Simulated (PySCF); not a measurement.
C₃H₈Si

| atom | x (Å) | y (Å) | z (Å) |
| --- | --- | --- | --- |
| C | 1.8732 | 0.2265 | -0.1609 |
| Si | 0.2287 | -0.1845 | 0.6761 |
| C | -1.2076 | -0.8124 | -0.3670 |
| C | -1.3469 | 0.6556 | 0.0795 |
| H | 2.5404 | -0.6305 | -0.1499 |
| H | 1.7239 | 0.5201 | -1.1955 |
| H | 2.3787 | 1.0424 | 0.3476 |
| H | 0.3023 | -0.6015 | 2.0694 |
| H | -1.9313 | -1.4982 | 0.0499 |
| H | -1.0908 | -0.9685 | -1.4306 |
| H | -2.1542 | 0.8593 | 0.7683 |
| H | -1.3153 | 1.3909 | -0.7127 |

Geometry: GFN2-xTB.

Method: PBE0/pcSseg-1, SCF density, gas phase, non-relativistic (PySCF).

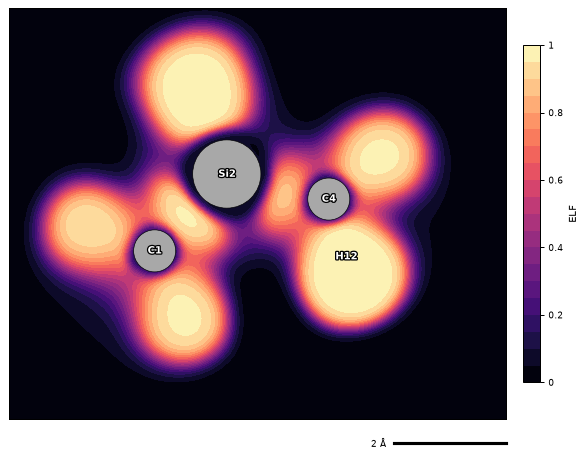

Figure 1. ELF on the plane of atoms C1, Si2 and C4. Grey discs cover the atomic cores.

Q: Interpret the plot.

A: The section cuts through C, Si and H sites. C–Si (1.88 Å): the ELF peaks at about 0.85 between the atoms; a shared electron pair. C–H (1.08 Å): the ELF climbs to about 1 towards the hydrogen, as it does in any bond to H (an ordinary covalent bond to hydrogen).

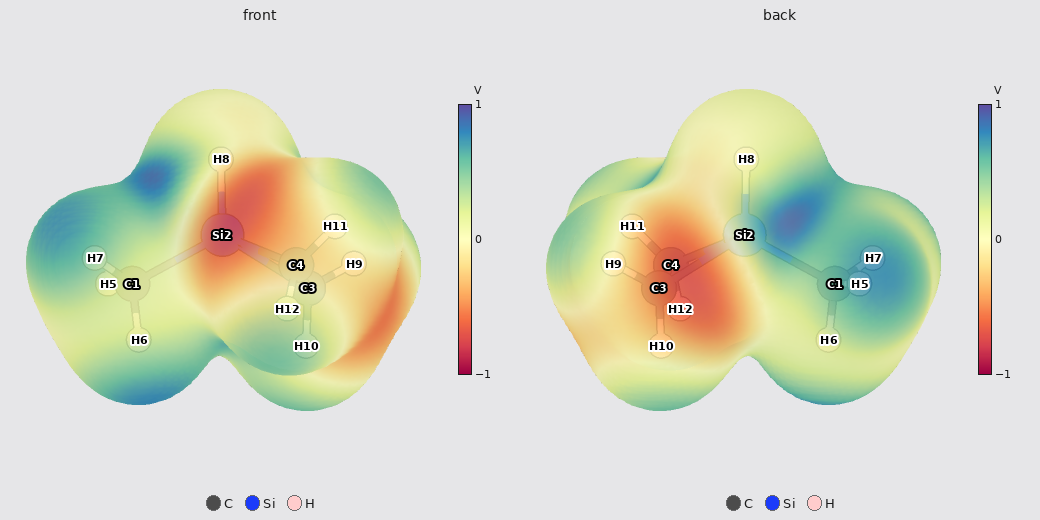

Figure 2. The electrostatic potential painted on the density surface at 0.002 e/bohr³, seen from the front and from behind; the colour scale runs from red (negative) to blue (positive).

Q: Describe the electrostatic potential map.

A: The most negative region (about −0.7 V, or −16 kcal/mol for a unit charge) lies over C3 and C4, the most positive (about +0.9 V, or +21 kcal/mol for a unit charge) over Si2.

Q: How polar is the molecule by this calculation?

A: Its dipole moment is 0.76 D.
